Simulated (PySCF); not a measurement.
# One shape, several levels: C2H8OSi (SMILES CC[SiH2]O)

We compute a comparison of 5 runs (HF/STO-3G, HF/def2-SVP, B3LYP/6-31G*, PBE0/def2-SVP, SVWN5/6-311+G**) of C2H8OSi. Input form: a Python script.

Program for the calculation: PySCF 2.14.0.

**1. The system as given**

C2H8OSi has 12 atoms, charge 0, and is taken as a singlet. As SMILES, `CC[SiH2]O`. The shape is that of a PBE0-D4/def2-TZVP optimisation. This is one conformer, not always the lowest.

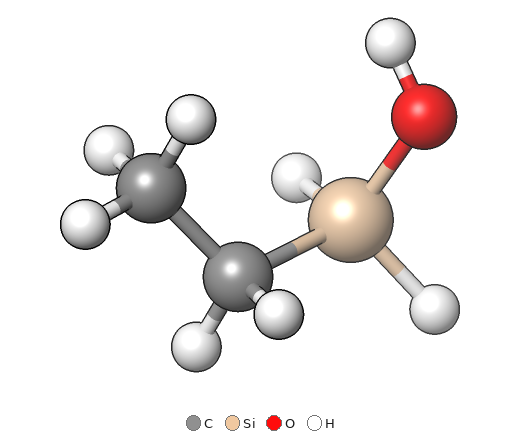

Viewed from a chosen angle; carbon grey, silicon light orange, oxygen red, hydrogen white.

**2. Energy and forces at HF/STO-3G (run 1)**

Input file calc.py:

```python
import pyscf.grad
from pyscf import gto

mol = gto.M(
    atom='''
C   -1.462000  -0.315100  -0.130400
C   -0.193100  -0.595200   0.670600
Si   1.348100   0.138200  -0.088600
O    1.258000   1.782700  -0.229600
H   -1.384700  -0.701300  -1.150800
H   -1.659100   0.758300  -0.198700
H   -2.341400  -0.775300   0.326800
H   -0.292100  -0.210900   1.691700
H   -0.031100  -1.675800   0.767200
H    1.555800  -0.473500  -1.435500
H    2.530600  -0.124900   0.769100
H    0.748100   2.137600  -0.957900
''',
    basis='sto-3g',
    max_memory=1860,
    verbose=4,
)

mf = mol.RHF()
mf.conv_tol = 1e-10
mf.kernel()
if not mf.converged:
    mf = mf.newton().run(mf.mo_coeff, mf.mo_occ)

e_final = mf.e_tot
print(f'total energy: {e_final:.8f} hartree')
grad = mf.Gradients().kernel()
dip = mf.dip_moment()
pop, q = mf.mulliken_pop()
```

The run is started by

```
$ OMP_NUM_THREADS=1 python calc.py
```

What it wrote:

```text
PySCF version 2.14.0

[... 64 lines left out ...]
converged SCF energy = -438.936861096402
total energy: -438.93686110 hartree
[... 11 lines left out ...]
Dipole moment(X, Y, Z, Debye): -0.70046, -0.69265, -0.75120
[... 6 lines left out ...]
pop of  1 C 1s            1.99217
pop of  1 C 2s            1.22746
pop of  1 C 2px           1.04155
pop of  1 C 2py           1.02116
pop of  1 C 2pz           1.01279
pop of  2 Si 1s           1.99961
pop of  2 Si 2s           1.98718
pop of  2 Si 3s           1.13467
pop of  2 Si 2px          1.96488
pop of  2 Si 2py          1.96359
pop of  2 Si 2pz          1.96487
pop of  2 Si 3px          0.74692
pop of  2 Si 3py          0.57588
pop of  2 Si 3pz          0.76847
pop of  3 O 1s            1.99761
pop of  3 O 2s            1.82070
pop of  3 O 2px           1.74584
pop of  3 O 2py           1.39095
pop of  3 O 2pz           1.54562
pop of  4 H 1s            0.94970
pop of  5 H 1s            0.94969
pop of  6 H 1s            0.94311
pop of  7 H 1s            0.95157
pop of  8 H 1s            0.95420
pop of  9 H 1s            1.18119
pop of  10 H 1s           1.16439
pop of  11 H 1s           0.82865
 ** Mulliken atomic charges  **
charge of    0C =     -0.17557
charge of    1C =     -0.29513
charge of    2Si =      0.89393
charge of    3O =     -0.50072
charge of    4H =      0.05030
charge of    5H =      0.05031
charge of    6H =      0.05689
charge of    7H =      0.04843
charge of    8H =      0.04580
charge of    9H =     -0.18119
charge of   10H =     -0.16439
charge of   11H =      0.17135
```

It took 3.6 s on 1 thread of Intel Xeon at 2.50GHz (Skylake/Cascade Lake), shared host; peak memory 0.12 GiB.

**3. Energy and forces at HF/def2-SVP (run 2)**

Input file job.py:

```python
import pyscf.grad
from pyscf import gto

system = gto.M(
    atom='''
C     -2.762780    -0.595453    -0.246420
C     -0.364906    -1.124765     1.267250
Si     2.547540     0.261160    -0.167430
O      2.377275     3.368815    -0.433881
H     -2.616704    -1.325265    -2.174697
H     -3.135245     1.432979    -0.375489
H     -4.424605    -1.465105     0.617562
H     -0.551989    -0.398543     3.196850
H     -0.058770    -3.166803     1.449798
H      2.940036    -0.894785    -2.712702
H      4.782141    -0.236027     1.453388
H      1.413704     4.039479    -1.810169
''',
    verbose=4,
    spin=0,
    basis='def2-svp',
    max_memory=1860,
    unit='bohr',
)

calc0 = system.RHF()
calc0.conv_tol = 1e-10
calc0.kernel()
if not calc0.converged:
    calc0 = calc0.newton().run(calc0.mo_coeff, calc0.mo_occ)

e_final = calc0.e_tot
print('Final energy', e_final)
grad = calc0.Gradients().kernel()
dip = calc0.dip_moment()
pop, q = calc0.mulliken_pop()
```

The run is started by

```
$ OMP_NUM_THREADS=1 python job.py
```

What it wrote:

```text
PySCF version 2.14.0

[... 66 lines left out ...]
converged SCF energy = -444.026799728922
Final energy -444.02679972892156
[... 11 lines left out ...]
Dipole moment(X, Y, Z, Debye): -1.43530, -0.48515, -0.83230
[... 74 lines left out ...]
pop of  6 H 2py           0.00652
pop of  6 H 2pz           0.00626
pop of  7 H 1s            0.74687
pop of  7 H 2s            0.16478
pop of  7 H 2px           0.00414
pop of  7 H 2py           0.00600
pop of  7 H 2pz           0.01582
pop of  8 H 1s            0.74818
pop of  8 H 2s            0.16925
pop of  8 H 2px           0.00451
pop of  8 H 2py           0.01741
pop of  8 H 2pz           0.00404
pop of  9 H 1s            0.75634
pop of  9 H 2s            0.41653
pop of  9 H 2px           0.00073
pop of  9 H 2py           0.00192
pop of  9 H 2pz           0.00789
pop of  10 H 1s           0.75485
pop of  10 H 2s           0.40371
pop of  10 H 2px          0.00670
pop of  10 H 2py          0.00043
pop of  10 H 2pz          0.00362
pop of  11 H 1s           0.66571
pop of  11 H 2s           0.04670
pop of  11 H 2px          0.02375
pop of  11 H 2py          0.02012
pop of  11 H 2pz          0.02990
 ** Mulliken atomic charges  **
charge of    0C =     -0.05625
charge of    1C =     -0.40821
charge of    2Si =      0.94631
charge of    3O =     -0.56562
charge of    4H =      0.03449
charge of    5H =      0.02839
charge of    6H =      0.04081
charge of    7H =      0.06239
charge of    8H =      0.05661
charge of    9H =     -0.18342
charge of   10H =     -0.16932
charge of   11H =      0.21382
```

Run time: 18 s. Hardware: 1 thread of Intel Xeon at 2.50GHz (Skylake/Cascade Lake), shared host; peak memory 0.21 GiB.

**4. Energy and gradient at B3LYP/6-31G(d) (spherical functions) (run 3)**

Input file run.py:

```python
# CC[SiH2]O
from pyscf import gto, dft

mol = gto.M(
    atom='''
C   -1.462000  -0.315100  -0.130400
C   -0.193100  -0.595200   0.670600
Si   1.348100   0.138200  -0.088600
O    1.258000   1.782700  -0.229600
H   -1.384700  -0.701300  -1.150800
H   -1.659100   0.758300  -0.198700
H   -2.341400  -0.775300   0.326800
H   -0.292100  -0.210900   1.691700
H   -0.031100  -1.675800   0.767200
H    1.555800  -0.473500  -1.435500
H    2.530600  -0.124900   0.769100
H    0.748100   2.137600  -0.957900
''',
    max_memory=1860,
    verbose=4,
    charge=0,
    basis='6-31g*',
)

mf = dft.RKS(mol)
mf.xc = 'b3lyp'
mf.grids.level = 5
mf.conv_tol = 1e-10
mf.kernel()
if not mf.converged:
    mf = mf.newton().run(mf.mo_coeff, mf.mo_occ)

e_final = mf.e_tot
print('Final energy', e_final)
grad = mf.nuc_grad_method().kernel()
dip = mf.dip_moment()
pop, q = mf.mulliken_pop()
```

The run is started by

```
$ OMP_NUM_THREADS=1 python run.py
```

What it wrote:

```text
PySCF version 2.14.0

[... 80 lines left out ...]
converged SCF energy = -445.778242547682
Final energy -445.7782425476819
[... 12 lines left out ...]
Dipole moment(X, Y, Z, Debye): -1.44528, -0.37622, -0.78013
[... 50 lines left out ...]
pop of  3 O 2px           1.02337
pop of  3 O 2py           0.96154
pop of  3 O 2pz           0.96798
pop of  3 O 3px           0.70866
pop of  3 O 3py           0.56018
pop of  3 O 3pz           0.64130
pop of  3 O 3dxy          0.00248
pop of  3 O 3dyz          0.00304
pop of  3 O 3dz^2         0.00321
pop of  3 O 3dxz          0.00627
pop of  3 O 3dx2-y2       0.00321
pop of  4 H 1s            0.52826
pop of  4 H 2s            0.32053
pop of  5 H 1s            0.52872
pop of  5 H 2s            0.32711
pop of  6 H 1s            0.52773
pop of  6 H 2s            0.32123
pop of  7 H 1s            0.52259
pop of  7 H 2s            0.31607
pop of  8 H 1s            0.52323
pop of  8 H 2s            0.32236
pop of  9 H 1s            0.51697
pop of  9 H 2s            0.59742
pop of  10 H 1s           0.51715
pop of  10 H 2s           0.57583
pop of  11 H 1s           0.47349
pop of  11 H 2s           0.10588
 ** Mulliken atomic charges  **
charge of    0C =     -0.45005
charge of    1C =     -0.46939
charge of    2Si =      0.66128
charge of    3O =     -0.71727
charge of    4H =      0.15121
charge of    5H =      0.14417
charge of    6H =      0.15104
charge of    7H =      0.16134
charge of    8H =      0.15442
charge of    9H =     -0.11440
charge of   10H =     -0.09298
charge of   11H =      0.42064
```

It took 70 s on 1 thread of Intel Xeon at 2.50GHz (Skylake/Cascade Lake), shared host; peak memory 0.78 GiB.

Run 4 isn't shown in full; the table further down has it.

**5. Energy and forces at SVWN5/6-311+G(d,p) (run 5)**

Input file calc.py:

```python
# CC[SiH2]O
from pyscf import gto, dft

molecule = gto.M(
    atom='''
C     -1.462000    -0.315100    -0.130400
C     -0.193100    -0.595200     0.670600
Si     1.348100     0.138200    -0.088600
O      1.258000     1.782700    -0.229600
H     -1.384700    -0.701300    -1.150800
H     -1.659100     0.758300    -0.198700
H     -2.341400    -0.775300     0.326800
H     -0.292100    -0.210900     1.691700
H     -0.031100    -1.675800     0.767200
H      1.555800    -0.473500    -1.435500
H      2.530600    -0.124900     0.769100
H      0.748100     2.137600    -0.957900
''',
    max_memory=1860,
    spin=0,
    basis='6-311+g**',
    verbose=4,
)

mf = dft.RKS(molecule, xc='svwn')
mf.grids.level = 5
mf.conv_tol = 1e-10
mf.kernel()
if not mf.converged:
    mf = mf.newton().run(mf.mo_coeff, mf.mo_occ)

energy = mf.e_tot
print('E = %.10f Eh' % energy)
grad = mf.nuc_grad_method().kernel()
mf.analyze()
```

The run is started by

```
$ OMP_NUM_THREADS=1 python calc.py
```

What it wrote:

```text
PySCF version 2.14.0

[... 109 lines left out ...]
MO #1   energy= -65.1156453853723  occ= 2
[... 12 lines left out ...]
MO #14  energy= -0.404727430042437 occ= 2
[... 12 lines left out ...]
MO #27  energy= 0.0351561738434015 occ= 0
[... 12 lines left out ...]
MO #40  energy= 0.146774341028641  occ= 0
[... 12 lines left out ...]
MO #53  energy= 0.379330034864375  occ= 0
[... 12 lines left out ...]
MO #66  energy= 0.647749471545575  occ= 0
[... 12 lines left out ...]
MO #79  energy= 1.16047079109441   occ= 0
[... 12 lines left out ...]
MO #92  energy= 1.52643970225349   occ= 0
[... 12 lines left out ...]
MO #105 energy= 2.01396124196675   occ= 0
[... 12 lines left out ...]
MO #118 energy= 2.5748698990959    occ= 0
[... 12 lines left out ...]
MO #131 energy= 3.71610035542054   occ= 0
[... 12 lines left out ...]
MO #144 energy= 140.982305161871   occ= 0
[... 120 lines left out ...]
pop of  7 H 2py           0.00015
pop of  7 H 2pz           0.00051
pop of  8 H 1s            0.85664
pop of  8 H 2s            0.00371
pop of  8 H 3s            0.00216
pop of  8 H 2px           0.00017
pop of  8 H 2py           0.00053
pop of  8 H 2pz           0.00015
pop of  9 H 1s            1.09438
pop of  9 H 2s            0.00258
pop of  9 H 3s            0.00123
pop of  9 H 2px           0.00013
pop of  9 H 2py           0.00058
pop of  9 H 2pz           0.00260
pop of  10 H 1s           1.06878
pop of  10 H 2s           0.00272
pop of  10 H 3s           0.00077
pop of  10 H 2px          0.00206
pop of  10 H 2py          0.00013
pop of  10 H 2pz          0.00110
pop of  11 H 1s           0.62952
pop of  11 H 2s           0.00626
pop of  11 H 3s           0.00608
pop of  11 H 2px          0.00213
pop of  11 H 2py          0.00171
pop of  11 H 2pz          0.00171
 ** Mulliken atomic charges  **
charge of    0C =     -0.37559
charge of    1C =     -0.46927
charge of    2Si =      0.74903
charge of    3O =     -0.72649
charge of    4H =      0.12273
charge of    5H =      0.12072
charge of    6H =      0.13116
charge of    7H =      0.13555
charge of    8H =      0.13663
charge of    9H =     -0.10149
charge of   10H =     -0.07557
charge of   11H =      0.35258
Dipole moment(X, Y, Z, Debye): -1.48564, -0.58838, -0.75379
```

Run time: 1.8 min. Hardware: 1 thread of Intel Xeon at 2.50GHz (Skylake/Cascade Lake), shared host; peak memory 1 GiB.

**6. The series**

```csv
run,level,integration grid,energy (Eh),dipole moment (D),HOMO energy (eV),LUMO energy (eV),wall time
1,HF/STO-3G,–,-438.936861,1.24,-8.84,13.40,3.6 s
2,HF/def2-SVP,–,-444.026800,1.73,-11.39,4.21,18 s
3,B3LYP/6-31G* (spherical functions),5,-445.778243,1.68,-7.57,0.77,70 s
4,PBE0/def2-SVP,5,-445.270832,1.63,-7.94,1.00,85 s
5,SVWN5/6-311+G**,5,-443.365209,1.77,-6.82,-1.02,1.8 min
```

**7. What came out**

| quantity | value |
| --- | --- |
| run 5: total energy | -443.36521 Eh |
| run 5: dipole moment | 1.77 D |
| run 5: HOMO energy | -6.82 eV |
| run 5: LUMO energy | -1.02 eV |
| run 5: HOMO–LUMO gap | 5.80 eV |
| run 5: largest force on an atom | 0.635 eV/Å |

**Reading.** The dipole moment (its size) runs from 1.24 D (HF/STO-3G) to 1.77 D (SVWN5/6-311+G**). The two ends differ in method and basis. The HOMO–LUMO gap runs from 5.80 eV (SVWN5/6-311+G**) to 22.23 eV (HF/STO-3G). Totals of different functionals can't be ranked against each other. In run 1 the basis is minimal, so the values are rough. All runs together took 4.7 min, the longest 1.8 min.
